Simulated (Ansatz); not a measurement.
```
Sn O
1.0
     6.05374    0.00000    0.00000
    -3.02687    5.24269    0.00000
     0.00000    0.00000    5.78485
Sn O
6 2
Direct
  0.33392 0.00000 0.00000
  0.33392 0.33392 0.50000
  0.00000 0.33392 0.00000
  0.66608 0.00000 0.50000
  0.66608 0.66608 0.00000
  0.00000 0.66608 0.50000
  0.33333 0.66667 0.25000
  0.66667 0.33333 0.75000
```

Space group P6₃22.

The calculation used Ansatz 0.2.0, DFT PBE, scalar-relativistic, plane waves, PAW.

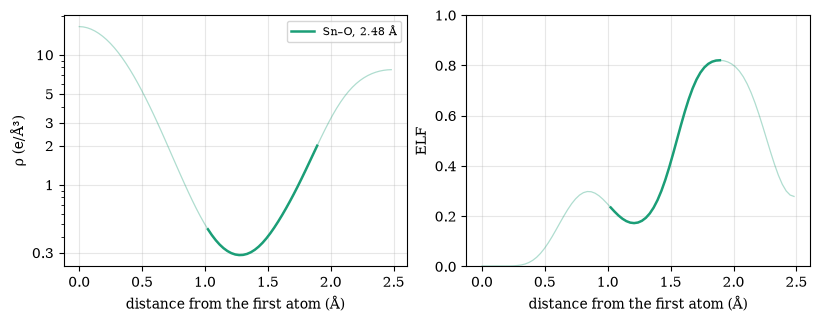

Sn₃O. Valence pseudo-density and ELF along straight lines between neighbouring atoms. Thin, pale parts lie inside the atomic spheres.

Core electrons are frozen (PAW), and the valence fields are smoothed inside the atomic spheres.

Q: What can be read from the curves?

A: Sn–O (2.48 Å): the density is about 0.29 e/Å³ at the midpoint; the ELF is about 0.15 at the midpoint; no shared electron pair shows on this line.
